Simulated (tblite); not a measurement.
Geometry relaxation of C$_{6}$H$_{13}$ClGeO (part 1 of 4)

- system: C$_{6}$H$_{13}$ClGeO
- method: GFN2-xTB geometry optimisation, gas phase (tblite 0.8.0)

It belongs to a series of runs on one base structure; here: C replaced by Ge.

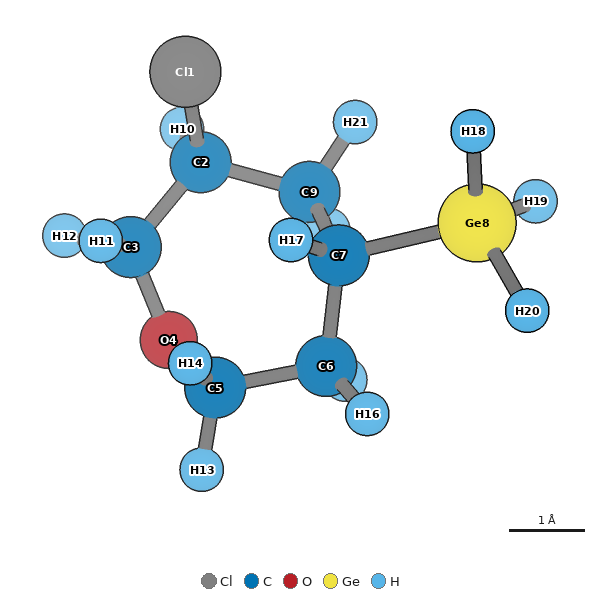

*The starting structure (ball-and-stick view, seen at a tilt; atoms are numbered from 1 in the order of the input). Sticks mark near contacts.*

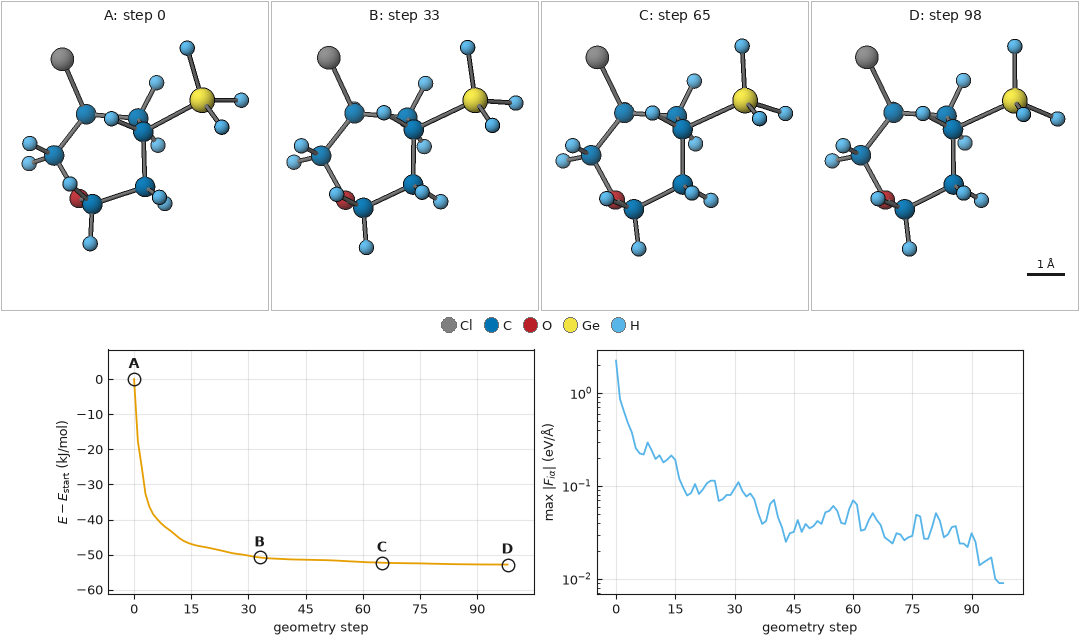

*Frames of the relaxation (ball-and-stick view, seen at a tilt) above the curves, on which the letters mark them (steps are counted from 0).*

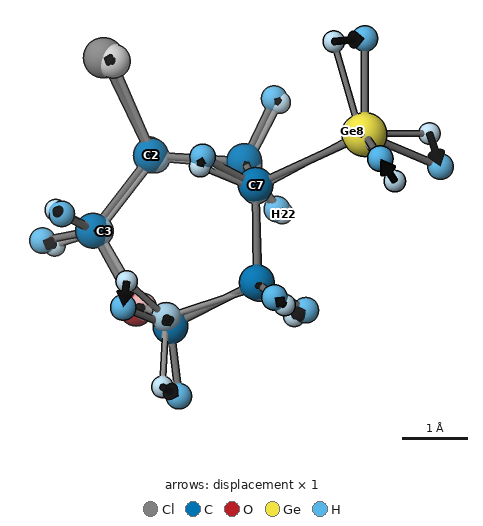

*Start (faint) and end (solid) with the displacements as black arrows, at true length (ball-and-stick view, seen at a tilt). The two geometries are laid on each other by the best rigid fit.*

Over 98 geometry steps the energy falls by 52.8 kJ/mol. The largest force component goes from 2.2 to 0.009 eV/Å. The atom that moves furthest after the best rigid fit is H18 (0.69 Å). By element the largest moves are H 0.69 Å, C 0.22 Å, Cl 0.19 Å, O 0.15 Å, Ge 0.08 Å. Among the contacts that change: Ge8–H20 1.561 → 1.497 Å, Ge8–H18 1.541 → 1.495 Å, C2–C3 1.500 → 1.541 Å, C3–H12 1.132 → 1.094 Å. Among the angles that change: O4–C5–C6 105.6° → 114.6°, C5–C6–C7 105.8° → 114.0°, H15–C6–H16 113.6° → 107.8°. (Atoms are counted from 1 in the order of the input.)

The input that produced these results follows, with the program's output.

**Input**
```
{"job": {"kind": "relax", "xc": "GFN2-xTB", "basis": "xTB"}, "charge": 0, "multiplicity": 1}
Cl    -0.968800     1.677400     2.171300
C     -1.209400     1.417700     0.411500
C     -2.126000     0.241300     0.251200
O     -1.822400    -0.563200    -0.832400
C     -0.997400    -1.635700    -0.501600
C      0.414800    -1.187800    -0.852100
C      0.777100    -0.121400     0.172300
Ge     2.713900     0.132300     0.297700
C      0.164800     1.197800    -0.174100
H     -1.669400     2.312400    -0.054400
H     -2.242300    -0.285800     1.205500
H     -3.146400     0.676800     0.026300
H     -1.280000    -2.517300    -1.126000
H     -1.038000    -1.940400     0.545000
H      0.373200    -0.734800    -1.852000
H      1.075700    -2.066700    -0.793500
H      0.406000    -0.492000     1.149600
H      2.997000     0.625900     1.729500
H      3.152900     1.155500    -0.771200
H      3.467800    -1.218800     0.088000
H      0.830800     2.016200     0.192000
H      0.115900     1.329700    -1.283500
```

The first line tells a small driver script what to run in tblite; the rest is the geometry in Å.

Run as:
```bash
OMP_NUM_THREADS=1 python <driver script> task.json out
```

**What the program printed**
```
step      E/eV     max force
  0    -816.15577    2.329
  1    -816.33916    1.015
  2    -816.41431    0.783
  3    -816.49503    0.596
  4    -816.53195    0.399
  5    -816.55472    0.327
  6    -816.56836    0.260
  7    -816.58069    0.268
  8    -816.59082    0.296
  9    -816.59915    0.245
 10    -816.60762    0.217
 11    -816.61722    0.241
 12    -816.62640    0.215
 13    -816.63349    0.209
 14    -816.63867    0.215
 15    -816.64281    0.193
 16    -816.64615    0.126
 17    -816.64871    0.099
 18    -816.65070    0.082
 19    -816.65265    0.111
 20    -816.65492    0.128
 21    -816.65743    0.116
 22    -816.65994    0.116
 23    -816.66245    0.115
 24    -816.66510    0.136
 25    -816.66784    0.132
 26    -816.67019    0.107
 27    -816.67190    0.082
 28    -816.67334    0.081
 29    -816.67500    0.097
 30    -816.67706    0.104
 31    -816.67923    0.124
 32    -816.68109    0.098
 33    -816.68256    0.079
 34    -816.68372    0.092
 35    -816.68468    0.083
 36    -816.68543    0.065
 37    -816.68600    0.048
 38    -816.68649    0.055
 39    -816.68703    0.070
 40    -816.68762    0.075
 41    -816.68818    0.054
 42    -816.68854    0.042
 43    -816.68875    0.033
 44    -816.68891    0.033
 45    -816.68914    0.037
 46    -816.68942    0.045
 47    -816.68972    0.034
 48    -816.68996    0.043
 49    -816.69017    0.041
 50    -816.69042    0.038
 51    -816.69075    0.042
 52    -816.69118    0.047
 53    -816.69170    0.060
 54    -816.69231    0.059
 55    -816.69299    0.072
 56    -816.69364    0.059
 57    -816.69418    0.054
 58    -816.69469    0.056
 59    -816.69528    0.061
 60    -816.69596    0.074
 61    -816.69655    0.063
 62    -816.69694    0.037
 63    -816.69721    0.038
 64    -816.69749    0.043
 65    -816.69788    0.052
 66    -816.69830    0.054
 67    -816.69865    0.040
 68    -816.69889    0.030
 69    -816.69906    0.027
 70    -816.69923    0.028
 71    -816.69941    0.036
 72    -816.69959    0.030
 73    -816.69973    0.028
 74    -816.69986    0.031
 75    -816.70001    0.034
 76    -816.70026    0.050
 77    -816.70057    0.049
 78    -816.70087    0.032
 79    -816.70110    0.037
 80    -816.70130    0.044
 81    -816.70154    0.052
 82    -816.70183    0.044
 83    -816.70208    0.032
 84    -816.70226    0.033
 85    -816.70242    0.037
 86    -816.70259    0.038
 87    -816.70272    0.027
 88    -816.70281    0.027
 89    -816.70291    0.025
 90    -816.70303    0.031
 91    -816.70315    0.027
 92    -816.70323    0.020
 93    -816.70328    0.018
 94    -816.70332    0.017
 95    -816.70337    0.018
 96    -816.70341    0.012
 97    -816.70343    0.011
 98    -816.70345    0.010
```

**Trajectory as extended XYZ (Å, eV, eV/Å), 37 of the 99 frames kept, from step=0 to step=98**
```
22
Properties=species:S:1:pos:R:3:forces:R:3 step=0 energy=-816.15577
Cl   -0.9688    1.6774    2.1713   -0.1760   0.3510   0.0020
C    -1.2094    1.4177    0.4115    0.5660   0.9250   0.1070
C    -2.1260    0.2413    0.2512   -2.2370   0.5890  -0.2700
O    -1.8224   -0.5632   -0.8324   -1.0430  -0.4290   0.3280
C    -0.9974   -1.6357   -0.5016    0.6020  -0.9370  -1.2590
C     0.4148   -1.1878   -0.8521   -0.0420  -0.4650   0.3680
C     0.7771   -0.1214    0.1723    0.4300  -0.9070   0.1280
Ge    2.7139    0.1323    0.2977    0.8270  -0.2240   0.2080
C     0.1648    1.1978   -0.1741    0.3380   1.3310  -0.6700
H    -1.6694    2.3124   -0.0544    0.2980  -0.1440   0.5520
H    -2.2423   -0.2858    1.2055    0.1680  -0.3330  -0.1780
H    -3.1464    0.6768    0.0263    0.5670  -0.4760   0.1770
H    -1.2800   -2.5173   -1.1260   -0.0810   0.4950   0.2280
H    -1.0380   -1.9404    0.5450   -0.2730   0.0450   0.0900
H     0.3732   -0.7348   -1.8520    0.3120  -0.4540   0.1640
H     1.0757   -2.0667   -0.7935    0.0680   0.3870  -0.2130
H     0.4060   -0.4920    1.1496    0.2590   0.3870  -0.2730
H     2.9970    0.6259    1.7295    0.1270  -0.0210  -0.6050
H     3.1529    1.1555   -0.7712   -0.0020  -0.3850   0.5040
H     3.4678   -1.2188    0.0880   -0.2470   0.6890   0.0850
H     0.8308    2.0162    0.1920   -0.4480  -0.2570  -0.1490
H     0.1159    1.3297   -1.2835   -0.0110  -0.1670   0.6750
22
Properties=species:S:1:pos:R:3:forces:R:3 step=3 energy=-816.49503
Cl   -0.9810    1.7063    2.1727   -0.0810   0.2130   0.0510
C    -1.1928    1.4411    0.4181   -0.1950  -0.4130  -0.0490
C    -2.1851    0.2599    0.2482    0.4710  -0.1890  -0.0430
O    -1.8961   -0.6036   -0.8151   -0.2740  -0.2480   0.0410
C    -0.9863   -1.6587   -0.5317   -0.4770   0.2860   0.2150
C     0.4154   -1.2049   -0.8423    0.0420   0.1460   0.0280
C     0.8053   -0.1382    0.1662    0.1060   0.3050  -0.0370
Ge    2.7584    0.1184    0.3097   -0.2720   0.1030  -0.0440
C     0.1814    1.2239   -0.1862   -0.0570  -0.4220   0.2730
H    -1.6537    2.3245   -0.0187    0.0830   0.3020   0.1730
H    -2.2357   -0.3036    1.1890   -0.0580  -0.0170   0.0030
H    -3.1607    0.6662    0.0270   -0.4350   0.1290  -0.0090
H    -1.2933   -2.5078   -1.1333   -0.0940  -0.1440  -0.2600
H    -1.0562   -1.9377    0.5310   -0.0960  -0.1040  -0.0910
H     0.4004   -0.7702   -1.8397    0.2230  -0.1460  -0.1780
H     1.0913   -2.0529   -0.8084    0.1890  -0.1490  -0.0220
H     0.4223   -0.4656    1.1403    0.1660   0.1680   0.0190
H     3.0109    0.6264    1.6876    0.2360   0.1090  -0.0440
H     3.1560    1.1261   -0.7326    0.1630  -0.1130   0.1790
H     3.4565   -1.1736    0.0937    0.2250  -0.0870  -0.0110
H     0.8182    2.0202    0.1876    0.1540   0.2500   0.0310
H     0.1145    1.3232   -1.2639   -0.0200   0.0210  -0.2240
22
Properties=species:S:1:pos:R:3:forces:R:3 step=5 energy=-816.55472
Cl   -0.9905    1.7281    2.1756   -0.0840   0.0460  -0.0030
C    -1.1961    1.4317    0.4176   -0.0890  -0.0870  -0.0660
C    -2.1905    0.2579    0.2450   -0.1080  -0.1130  -0.0340
O    -1.9389   -0.6305   -0.8074   -0.0320   0.0410  -0.0790
C    -1.0038   -1.6556   -0.5346   -0.1040  -0.0150  -0.0440
C     0.4169   -1.2055   -0.8379   -0.0570   0.0310  -0.0370
C     0.8198   -0.1310    0.1622   -0.1450   0.0260   0.0110
Ge    2.7614    0.1176    0.3123   -0.2110  -0.0030  -0.0220
C     0.1855    1.2170   -0.1799   -0.0760   0.0850  -0.0340
H    -1.6421    2.3426    0.0047    0.1120   0.0050   0.0840
H    -2.2363   -0.3109    1.1831   -0.0780   0.0530   0.0850
H    -3.1843    0.6672    0.0283    0.0580  -0.0120   0.1170
H    -1.3027   -2.5098   -1.1488    0.0240   0.0410  -0.0920
H    -1.0688   -1.9429    0.5218   -0.0840  -0.1540   0.0510
H     0.4227   -0.7914   -1.8442    0.1230  -0.0250  -0.1570
H     1.1051   -2.0542   -0.8143   -0.0820  -0.0350   0.1110
H     0.4379   -0.4467    1.1384    0.1390   0.0620   0.0910
H     3.0295    0.6332    1.6707    0.2280   0.1460   0.1510
H     3.1671    1.1105   -0.7099    0.2350   0.1100  -0.0750
H     3.4651   -1.1620    0.0952    0.2550  -0.2040  -0.0170
H     0.8194    2.0327    0.1867   -0.0210   0.0050  -0.0360
H     0.1130    1.3214   -1.2653    0.0000  -0.0030  -0.0020
22
Properties=species:S:1:pos:R:3:forces:R:3 step=8 energy=-816.59082
Cl   -1.0071    1.7441    2.1753   -0.0650  -0.0940  -0.0340
C    -1.2059    1.4205    0.4131    0.0400   0.1290   0.0710
C    -2.2041    0.2473    0.2424   -0.0590   0.0850   0.0710
O    -1.9674   -0.6424   -0.8107    0.0740   0.0600   0.0360
C    -1.0212   -1.6570   -0.5412    0.1040  -0.0670  -0.0870
C     0.4094   -1.2040   -0.8406   -0.0660  -0.0340   0.0010
C     0.8113   -0.1245    0.1585   -0.0110  -0.0600  -0.0090
Ge    2.7526    0.1144    0.3127    0.2940  -0.0310   0.0090
C     0.1787    1.2210   -0.1805   -0.0260   0.0330  -0.0630
H    -1.6250    2.3527    0.0260   -0.0760  -0.0650  -0.0900
H    -2.2463   -0.3099    1.1888   -0.0480   0.0020   0.0270
H    -3.1951    0.6669    0.0422    0.0030  -0.0120   0.0550
H    -1.3060   -2.5062   -1.1698    0.0110   0.0380  -0.0560
H    -1.0870   -1.9631    0.5164   -0.0520  -0.0510  -0.1340
H     0.4496   -0.8083   -1.8605   -0.0130  -0.0230   0.0790
H     1.0995   -2.0566   -0.8025   -0.1950   0.0390   0.1530
H     0.4613   -0.4292    1.1492   -0.0190  -0.0170   0.0370
H     3.0672    0.6527    1.6730    0.0930   0.0100  -0.0750
H     3.2019    1.1122   -0.7035    0.1370   0.0070  -0.0090
H     3.4963   -1.1716    0.0958    0.0170   0.0890   0.0430
H     0.8153    2.0400    0.1818   -0.1080  -0.0560  -0.0250
H     0.1115    1.3205   -1.2669   -0.0340   0.0180   0.0010
22
Properties=species:S:1:pos:R:3:forces:R:3 step=11 energy=-816.61722
Cl   -1.0297    1.7417    2.1727    0.0170  -0.0450   0.0830
C    -1.2122    1.4238    0.4172   -0.0630  -0.0900  -0.0400
C    -2.2158    0.2481    0.2509    0.1450   0.0020   0.0310
O    -1.9766   -0.6393   -0.8083   -0.0100   0.0690   0.0360
C    -1.0280   -1.6615   -0.5564   -0.1500   0.1590   0.0380
C     0.3966   -1.2038   -0.8396    0.1100   0.0510   0.1290
C     0.8069   -0.1235    0.1566    0.2140   0.0970   0.0520
Ge    2.7800    0.1115    0.3115   -0.0500   0.1160  -0.0680
C     0.1686    1.2228   -0.1866    0.0320  -0.1490   0.0860
H    -1.6258    2.3529    0.0259   -0.1500   0.0130  -0.1270
H    -2.2621   -0.3076    1.1987    0.0230  -0.0200  -0.0090
H    -3.2052    0.6666    0.0615   -0.0820   0.0290  -0.0330
H    -1.3071   -2.4989   -1.1990   -0.0300   0.0190  -0.1220
H    -1.1087   -1.9894    0.4924    0.0020  -0.0320  -0.0740
H     0.4678   -0.8238   -1.8632   -0.0600  -0.0020   0.0900
H     1.0671   -2.0590   -0.7671    0.0400  -0.1620   0.0890
H     0.4771   -0.4184    1.1612   -0.0390  -0.0200  -0.1060
H     3.1136    0.6702    1.6653    0.0270  -0.0520  -0.1140
H     3.2533    1.1150   -0.7011    0.0590  -0.0840   0.0360
H     3.5280   -1.1707    0.1026    0.0110   0.0430   0.0340
H     0.7983    2.0398    0.1750    0.0290   0.0610   0.0250
H     0.1035    1.3229   -1.2711   -0.0770  -0.0030  -0.0370
22
Properties=species:S:1:pos:R:3:forces:R:3 step=14 energy=-816.63867
Cl   -1.0480    1.7334    2.1789    0.0390   0.0290  -0.0070
C    -1.2219    1.4227    0.4177   -0.0010  -0.0210  -0.0020
C    -2.2216    0.2514    0.2619   -0.0960  -0.0430  -0.0420
O    -1.9873   -0.6268   -0.8042   -0.0340   0.0180  -0.0820
C    -1.0434   -1.6517   -0.5702    0.0430   0.0240   0.0130
C     0.3971   -1.2031   -0.8230    0.0310  -0.0720   0.0370
C     0.8246   -0.1160    0.1600   -0.0740  -0.0040  -0.0120
Ge    2.8035    0.1200    0.3028   -0.1260  -0.0020  -0.0370
C     0.1636    1.2171   -0.1862   -0.0060   0.1050   0.0130
H    -1.6443    2.3483    0.0108   -0.0070  -0.1070   0.0060
H    -2.2717   -0.3091    1.2065    0.0720  -0.0280  -0.0100
H    -3.2183    0.6674    0.0762    0.0410  -0.0020  -0.0030
H    -1.3108   -2.4817   -1.2385    0.0060   0.2130  -0.0320
H    -1.1300   -2.0169    0.4625   -0.0490   0.0020   0.0530
H     0.4774   -0.8387   -1.8507    0.0360  -0.0110   0.0640
H     1.0403   -2.0787   -0.7228    0.0670  -0.0630   0.0210
H     0.4874   -0.4117    1.1600    0.0450  -0.0070   0.0040
H     3.1586    0.6792    1.6433   -0.0050  -0.0150   0.0030
H     3.3083    1.1080   -0.6971    0.0300  -0.0040  -0.0830
H     3.5558   -1.1612    0.1138   -0.0200   0.0100   0.0080
H     0.7838    2.0446    0.1710    0.0340   0.0410   0.0070
H     0.0864    1.3227   -1.2737   -0.0280  -0.0630   0.0800
```
